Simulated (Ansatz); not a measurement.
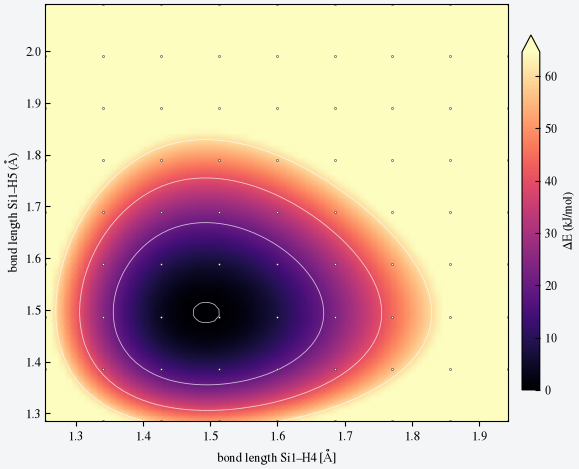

H3SiZn, SMILES [SiH3][Zn], spin multiplicity 2. The first coordinate is: bond length Si1–H4; the second: bond length Si1–H5. Nothing is relaxed (all other coordinates rigid). Grid: 9 × 9 points. Energies are in kJ/mol, from the lowest grid point. All numbers below come from Ansatz 0.2.0, UKS r2SCAN0-D4/def2-SVP.

The picture shows a smooth colour map with a few white contour lines, dots at the grid points, one colour for all values above the top of the scale. Between grid points the surface is interpolated.

Question: Where is the minimum, and how stiff is the well along each coordinate?

Answer: The interpolated minimum is at bond length Si1–H4 ≈ 1.494 Å, bond length Si1–H5 ≈ 1.494 Å. The curvatures there are about 18 eV/Å² and 18 eV/Å², with a cross term of about 0 eV/Å². Round the minimum the contours are nearly round: the two directions are equally stiff and uncoupled. (1 eV is 96.5 kJ/mol.)
